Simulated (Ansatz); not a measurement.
# Molecular dynamics, with input and output: WHO₂F₃ (part 3 of 3)

The same run, continued: WHO₂F₃; RKS r2SCAN-d3bj/def2-SVP (Ansatz 0.2.0). The geometry comes from this level: PBE0-D4/def2-TZVP.

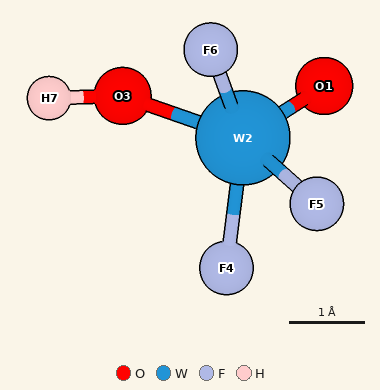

*The geometry at step 42 of the log (ball-and-stick view, seen at a tilt; atoms are numbered from 1 in the order of the input).*

Trajectory as extended XYZ, continued
```
7
Properties=species:S:1:pos:R:3:forces:R:3 step=33 time_fs=16.5 energy=-14079.54090 temperature=233.2
O    -1.6450   -0.6632    0.7680    0.6164   0.7514  -0.3683
W    -0.3505    0.1072   -0.0273   -0.7361   0.9865  -1.2593
O     1.1028   -0.9311    0.5780   -2.6055   0.1828  -0.3485
F    -0.2908   -0.6954   -1.7211    0.0861   0.1660   0.3863
F    -1.0783    1.6798   -1.0390    0.9186  -2.4350   1.4968
F     0.3409    1.4569    1.0482   -0.1523   0.3156   0.2708
H     2.0324   -0.9764    0.5033    1.8726   0.0326  -0.1777
7
Properties=species:S:1:pos:R:3:forces:R:3 step=34 time_fs=17.0 energy=-14079.57049 temperature=277.8
O    -1.6414   -0.6632    0.7660    0.4235   0.6496  -0.2539
W    -0.3510    0.1070   -0.0273   -0.5244   1.1166  -1.3420
O     1.1012   -0.9303    0.5794   -1.5745   0.1011  -0.4196
F    -0.2910   -0.6948   -1.7211    0.0850   0.1559   0.3719
F    -1.0772    1.6795   -1.0377    0.8990  -2.4145   1.4811
F     0.3425    1.4579    1.0475   -0.1658   0.2982   0.2618
H     2.0477   -0.9743    0.5074    0.8571   0.0932  -0.0993
7
Properties=species:S:1:pos:R:3:forces:R:3 step=35 time_fs=17.5 energy=-14079.58423 temperature=298.9
O    -1.6378   -0.6631    0.7639    0.2212   0.5415  -0.1338
W    -0.3516    0.1068   -0.0273   -0.3056   1.2515  -1.4264
O     1.0994   -0.9294    0.5807   -0.5279   0.0198  -0.4802
F    -0.2912   -0.6942   -1.7211    0.0839   0.1444   0.3545
F    -1.0760    1.6788   -1.0362    0.8769  -2.3883   1.4617
F     0.3441    1.4591    1.0469   -0.1788   0.2811   0.2533
H     2.0650   -0.9720    0.5112   -0.1696   0.1500  -0.0291
7
Properties=species:S:1:pos:R:3:forces:R:3 step=36 time_fs=18.0 energy=-14079.58020 temperature=293.5
O    -1.6341   -0.6628    0.7618    0.0117   0.4286  -0.0094
W    -0.3521    0.1066   -0.0274   -0.0806   1.3893  -1.5111
O     1.0975   -0.9286    0.5819    0.3825  -0.0511  -0.5224
F    -0.2913   -0.6936   -1.7211    0.0828   0.1318   0.3350
F    -1.0746    1.6778   -1.0345    0.8524  -2.3570   1.4390
F     0.3456    1.4602    1.0463   -0.1915   0.2634   0.2448
H     2.0819   -0.9693    0.5149   -1.0572   0.1951   0.0241
7
Properties=species:S:1:pos:R:3:forces:R:3 step=37 time_fs=18.5 energy=-14079.56522 temperature=271.3
O    -1.6304   -0.6625    0.7598   -0.2025   0.3121   0.1179
W    -0.3526    0.1064   -0.0275    0.1491   1.5278  -1.5945
O     1.0957   -0.9278    0.5831    1.0842  -0.1066  -0.5458
F    -0.2915   -0.6930   -1.7210    0.0819   0.1182   0.3145
F    -1.0732    1.6765   -1.0326    0.8256  -2.3211   1.4135
F     0.3472    1.4614    1.0457   -0.2040   0.2444   0.2360
H     2.0962   -0.9661    0.5187   -1.7342   0.2252   0.0584
7
Properties=species:S:1:pos:R:3:forces:R:3 step=38 time_fs=19.0 energy=-14079.54951 temperature=247.9
O    -1.6267   -0.6622    0.7577   -0.4188   0.1937   0.2464
W    -0.3532    0.1063   -0.0276    0.3817   1.6650  -1.6749
O     1.0940   -0.9270    0.5842    1.5574  -0.1457  -0.5529
F    -0.2917   -0.6923   -1.7209    0.0812   0.1038   0.2935
F    -1.0716    1.6749   -1.0306    0.7967  -2.2809   1.3853
F     0.3487    1.4626    1.0451   -0.2162   0.2236   0.2268
H     2.1064   -0.9624    0.5227   -2.1819   0.2404   0.0759
7
Properties=species:S:1:pos:R:3:forces:R:3 step=39 time_fs=19.5 energy=-14079.54211 temperature=237.0
O    -1.6231   -0.6618    0.7557   -0.6348   0.0748   0.3747
W    -0.3537    0.1062   -0.0277    0.6151   1.7985  -1.7508
O     1.0926   -0.9262    0.5852    1.8059  -0.1687  -0.5477
F    -0.2918   -0.6917   -1.7207    0.0809   0.0888   0.2725
F    -1.0700    1.6731   -1.0283    0.7657  -2.2367   1.3545
F     0.3502    1.4638    1.0446   -0.2283   0.2008   0.2171
H     2.1114   -0.9582    0.5268   -2.4044   0.2424   0.0797
7
Properties=species:S:1:pos:R:3:forces:R:3 step=40 time_fs=20.0 energy=-14079.54814 temperature=246.3
O    -1.6196   -0.6615    0.7537   -0.8478  -0.0429   0.5010
W    -0.3542    0.1061   -0.0279    0.8470   1.9264  -1.8205
O     1.0915   -0.9255    0.5861    1.8360  -0.1773  -0.5330
F    -0.2919   -0.6910   -1.7205    0.0809   0.0733   0.2518
F    -1.0682    1.6709   -1.0259    0.7327  -2.1884   1.3213
F     0.3516    1.4651    1.0440   -0.2402   0.1757   0.2068
H     2.1106   -0.9533    0.5311   -2.4086   0.2332   0.0726
7
Properties=species:S:1:pos:R:3:forces:R:3 step=41 time_fs=20.5 energy=-14079.56773 temperature=276.2
O    -1.6162   -0.6611    0.7518   -1.0552  -0.1579   0.6239
W    -0.3547    0.1060   -0.0280    1.0747   2.0463  -1.8825
O     1.0906   -0.9248    0.5869    1.6475  -0.1737  -0.5112
F    -0.2920   -0.6903   -1.7203    0.0813   0.0574   0.2315
F    -1.0664    1.6685   -1.0234    0.6976  -2.1359   1.2856
F     0.3531    1.4664    1.0436   -0.2518   0.1485   0.1959
H     2.1041   -0.9480    0.5356   -2.1941   0.2154   0.0567
7
Properties=species:S:1:pos:R:3:forces:R:3 step=42 time_fs=21.0 energy=-14079.59598 temperature=319.0
O    -1.6130   -0.6607    0.7500   -1.2545  -0.2687   0.7418
W    -0.3552    0.1059   -0.0282    1.2957   2.1564  -1.9351
O     1.0900   -0.9241    0.5877    1.2332  -0.1613  -0.4835
F    -0.2922   -0.6896   -1.7200    0.0821   0.0410   0.2116
F    -1.0644    1.6658   -1.0206    0.6603  -2.0788   1.2470
F     0.3545    1.4677    1.0431   -0.2630   0.1195   0.1846
H     2.0923   -0.9420    0.5402   -1.7538   0.1918   0.0336
7
Properties=species:S:1:pos:R:3:forces:R:3 step=43 time_fs=21.5 energy=-14079.62401 temperature=361.3
O    -1.6100   -0.6604    0.7483   -1.4431  -0.3736   0.8531
W    -0.3557    0.1059   -0.0285    1.5069   2.2546  -1.9771
O     1.0895   -0.9234    0.5884    0.5884  -0.1445  -0.4511
F    -0.2923   -0.6889   -1.7197    0.0833   0.0244   0.1920
F    -1.0624    1.6628   -1.0177    0.6207  -2.0165   1.2053
F     0.3558    1.4690    1.0427   -0.2736   0.0890   0.1730
H     2.0763   -0.9357    0.5449   -1.0826   0.1667   0.0049
7
Properties=species:S:1:pos:R:3:forces:R:3 step=44 time_fs=22.0 energy=-14079.64158 temperature=387.7
O    -1.6072   -0.6602    0.7467   -1.6188  -0.4714   0.9563
W    -0.3561    0.1059   -0.0287    1.7054   2.3392  -2.0070
O     1.0892   -0.9228    0.5890   -0.2688  -0.1301  -0.4159
F    -0.2923   -0.6882   -1.7194    0.0848   0.0074   0.1721
F    -1.0603    1.6596   -1.0147    0.5787  -1.9483   1.1601
F     0.3571    1.4704    1.0422   -0.2835   0.0578   0.1613
H     2.0578   -0.9289    0.5497   -0.1978   0.1454  -0.0269
7
Properties=species:S:1:pos:R:3:forces:R:3 step=45 time_fs=22.5 energy=-14079.64166 temperature=387.9
O    -1.6046   -0.6600    0.7453   -1.7795  -0.5608   1.0503
W    -0.3566    0.1060   -0.0290    1.8881   2.4088  -2.0237
O     1.0888   -0.9221    0.5895   -1.2677  -0.1256  -0.3810
F    -0.2924   -0.6875   -1.7191    0.0865  -0.0100   0.1513
F    -1.0581    1.6561   -1.0115    0.5340  -1.8732   1.1107
F     0.3584    1.4717    1.0419   -0.2923   0.0265   0.1497
H     2.0387   -0.9218    0.5543    0.8309   0.1342  -0.0573
7
Properties=species:S:1:pos:R:3:forces:R:3 step=46 time_fs=23.0 energy=-14079.62582 temperature=364.5
O    -1.6023   -0.6599    0.7441   -1.9234  -0.6405   1.1338
W    -0.3570    0.1060   -0.0293    2.0519   2.4619  -2.0261
O     1.0882   -0.9215    0.5900   -2.2581  -0.1376  -0.3512
F    -0.2925   -0.6869   -1.7187    0.0884  -0.0278   0.1288
F    -1.0559    1.6524   -1.0082    0.4865  -1.7903   1.0565
F     0.3597    1.4731    1.0415   -0.2999  -0.0036   0.1388
H     2.0217   -0.9143    0.5588    1.8547   0.1378  -0.0806
7
Properties=species:S:1:pos:R:3:forces:R:3 step=47 time_fs=23.5 energy=-14079.60629 temperature=336.1
O    -1.6003   -0.6599    0.7430   -2.0491  -0.7095   1.2057
W    -0.3574    0.1061   -0.0296    2.1937   2.4975  -2.0133
O     1.0873   -0.9209    0.5905   -3.0174  -0.1673  -0.3312
F    -0.2925   -0.6862   -1.7183    0.0903  -0.0460   0.1039
F    -1.0536    1.6485   -1.0047    0.4359  -1.6984   0.9970
F     0.3609    1.4744    1.0411   -0.3060  -0.0318   0.1288
H     2.0090   -0.9066    0.5632    2.6525   0.1555  -0.0909
7
Properties=species:S:1:pos:R:3:forces:R:3 step=48 time_fs=24.0 energy=-14079.60013 temperature=327.5
O    -1.5986   -0.6600    0.7421   -2.1550  -0.7667   1.2651
W    -0.3577    0.1063   -0.0300    2.3111   2.5143  -1.9842
O     1.0859   -0.9204    0.5909   -3.3221  -0.2078  -0.3226
F    -0.2926   -0.6855   -1.7180    0.0923  -0.0648   0.0760
F    -1.0512    1.6443   -1.0011    0.3821  -1.5968   0.9316
F     0.3621    1.4758    1.0408   -0.3103  -0.0571   0.1200
H     2.0028   -0.8984    0.5673    3.0018   0.1789  -0.0857
7
Properties=species:S:1:pos:R:3:forces:R:3 step=49 time_fs=24.5 energy=-14079.61685 temperature=352.7
O    -1.5972   -0.6603    0.7413   -2.2397  -0.8113   1.3109
W    -0.3581    0.1064   -0.0303    2.4023   2.5111  -1.9378
O     1.0840   -0.9199    0.5912   -3.0606  -0.2454  -0.3220
F    -0.2926   -0.6848   -1.7176    0.0943  -0.0840   0.0447
F    -1.0488    1.6400   -0.9974    0.3250  -1.4850   0.8599
F     0.3632    1.4771    1.0405   -0.3128  -0.0792   0.1125
H     2.0037   -0.8899    0.5712    2.7915   0.1938  -0.0683
7
Properties=species:S:1:pos:R:3:forces:R:3 step=50 time_fs=25.0 energy=-14079.65050 temperature=403.1
O    -1.5962   -0.6606    0.7408   -2.3016  -0.8420   1.3422
W    -0.3583    0.1066   -0.0307    2.4664   2.4862  -1.8727
O     1.0817   -0.9194    0.5915   -2.3020  -0.2677  -0.3220
F    -0.2926   -0.6841   -1.7172    0.0962  -0.1035   0.0107
F    -1.0464    1.6354   -0.9935    0.2645  -1.3628   0.7819
F     0.3643    1.4784    1.0401   -0.3136  -0.0982   0.1062
H     2.0113   -0.8808    0.5749    2.0901   0.1879  -0.0464
```

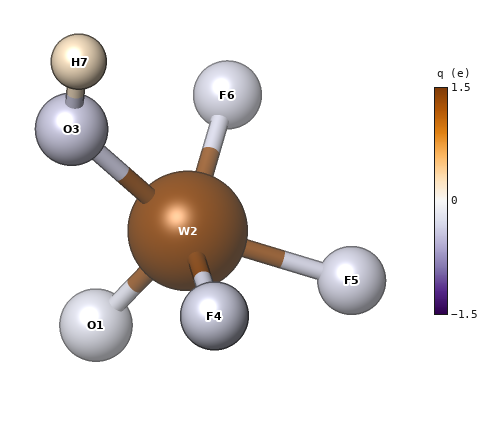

*Mulliken charges, as the colour of each atom (ball-and-stick view, seen at a tilt; atoms are numbered from 1 in the order of the input).*

By element: O −0.41 to −0.26, W +1.45, F −0.35 to −0.32 and H +0.23 e.

The run was set up as follows.

Input
```yaml
crystal:
  periodic: [false, false, false]
  atoms:
    - {symbol: O, position_ang: [-1.646950, -0.575134, 0.765462]}
    - {symbol: W, position_ang: [-0.346569, 0.116580, -0.031730]}
    - {symbol: O, position_ang: [1.080144, -0.951339, 0.503521]}
    - {symbol: F, position_ang: [-0.278736, -0.704781, -1.701017]}
    - {symbol: F, position_ang: [-1.053776, 1.542374, -0.989276]}
    - {symbol: F, position_ang: [0.287464, 1.454615, 1.096669]}
    - {symbol: H, position_ang: [2.019624, -0.950314, 0.310671]}
basis:
  gaussian: {orbitals: def2-SVP}
hamiltonian: {xc: {name: r2SCAN}, dispersion: d3bj}
md: {timestep: 0.5 fs, n_steps: 50, ensemble: nve, temperature: 700, initial_velocities: maxwell_boltzmann, seed: 743}
```

Command:
```bash
ansatz run in.yaml --threads 4 --pin off --events-out ev --progress --plain --max-ram 10444MiB
```

Summary

| quantity | value |
| --- | --- |
| outcome | finished |
| mean temperature over the second half | 278 K |
| trajectory | 50 steps, 25 fs |
| ensemble | nve |
| temperature in the input | 700 K |
| time step | 0.5 fs |
| potential energy (last step) | −14079.6505 eV |
| mean-field energy (last step) | −14079.6158 eV |
| dispersion energy (last step) | −0.0347 eV |
| SCF solution under orbital rotations (last step) | stable |
| largest force (length of the vector) (last step) | 3.971 eV/Å |
| dipole moment (last step) | 3.14 D |
| hardware | 4 threads of Intel Xeon @ 2.50GHz, 180 GiB of memory available, shared host |
| wall time | 3.1 min (CPU time 11 min) |
| peak memory | 0.41 GiB |

The program warns: the dispersion correction has no parameters fitted for this combination and takes those fitted for r2SCAN with other terms. So short a trajectory is not equilibrated.
